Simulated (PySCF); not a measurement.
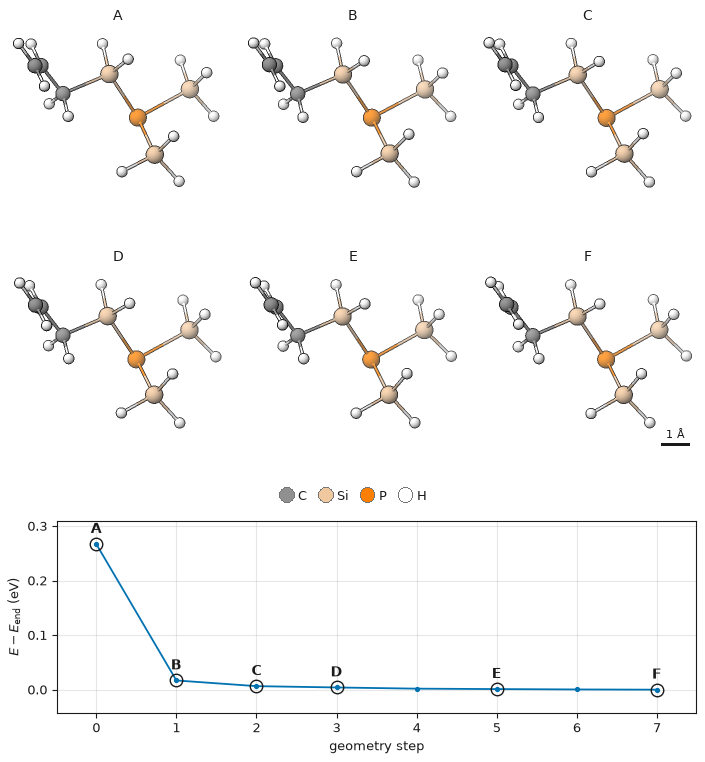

Frames of a relaxation of C3H13PSi3, marked on the history of the run. The picture is a ball-and-stick view, seen at a tilt.

The start comes from GFN2-xTB. Its atoms were then displaced at random by about 0.01 Å.

Theory: PBE0-D3(BJ)/def2-SVP geometry optimisation, gas phase in PySCF. 

Q: Describe the path.

A: The largest move after the best rigid fit is that of an H atom, 0.20 Å. Largest moves by element: H 0.20 Å, P 0.18 Å, C 0.11 Å, Si 0.09 Å. Among the contacts that change: P–Si 2.204 → 2.265 Å, C–Si 1.954 → 1.894 Å, C–H 1.046 → 1.095 Å, H–Si 1.455 → 1.495 Å. Bond angles that change, for instance: Si–P–Si 102.7° → 97.0°, Si–P–Si 102.1° → 96.9°, P–Si–H 116.1° → 112.2°. The energy falls by 0.267 eV in 7 geometry steps. Cost: 100 s on 1 thread of Intel(R) Xeon(R) 6975P-C, with other jobs on the host. From step 0 to 1: P and H atoms move most (0.11 Å), energy −0.250 eV. From step 1 to 2: an H atom moves most (0.06 Å), energy −0.010 eV. From step 2 to 3: an H atom moves most (0.06 Å), energy −0.002 eV. From step 3 to 5: an H atom moves most (0.05 Å), energy −0.003 eV. From step 5 to 7: an H atom moves most (0.05 Å), energy −0.001 eV.
